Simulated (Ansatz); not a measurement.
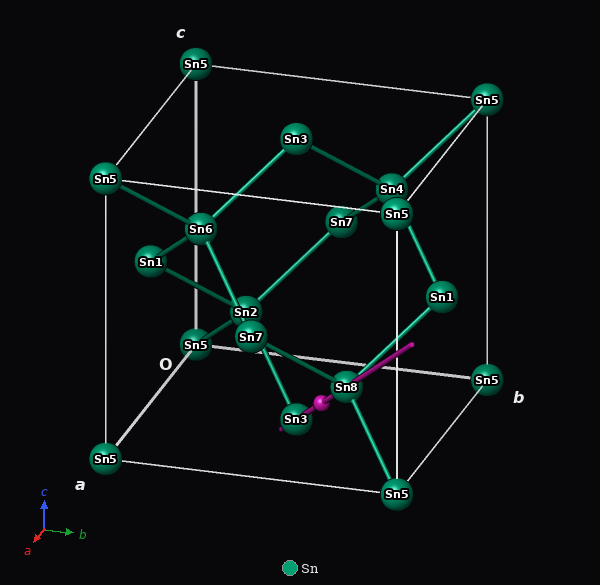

For Sn, the input geometry of an electronic-structure calculation (not necessarily at equilibrium): the coloured rod is the axis of a symmetry operation of the crystal, the small sphere its inversion point. All values are computed from the atomic coordinates in the standard setting (tolerance 0.002 Å).

a = 6.814 Å, b = 6.814 Å, c = 6.814 Å, α = 90.00°, β = 90.00°, γ = 90.00°.

| atom | x | y | z |
| --- | --- | --- | --- |
| Sn1 | 0.5000 | 0.0000 | 0.5000 |
| Sn2 | 0.2500 | 0.2500 | 0.2500 |
| Sn3 | 0.5000 | 0.5000 | 0.0000 |
| Sn4 | 0.2500 | 0.7500 | 0.7500 |
| Sn5 | 0.0000 | 0.0000 | 0.0000 |
| Sn6 | 0.7500 | 0.2500 | 0.7500 |
| Sn7 | 0.0000 | 0.5000 | 0.5000 |
| Sn8 | 0.7500 | 0.7500 | 0.2500 |

Take the operation x, y, z → −z+3/4, −x+5/4, −y+3/4.

Q: What kind of operation is it, and where does it lie?

A: It is a −3 rotoinversion axis with its inversion point at (5/8, 5/8, 1/8), along [1 1 1].

Q: Onto which atom does it carry each atom (up to whole multiples of a, b and c)?

A: Sn1 → Sn4, Sn2 → Sn1, Sn3 → Sn8, Sn4 → Sn5, Sn5 → Sn6, Sn6 → Sn7, Sn7 → Sn2, Sn8 → Sn3.
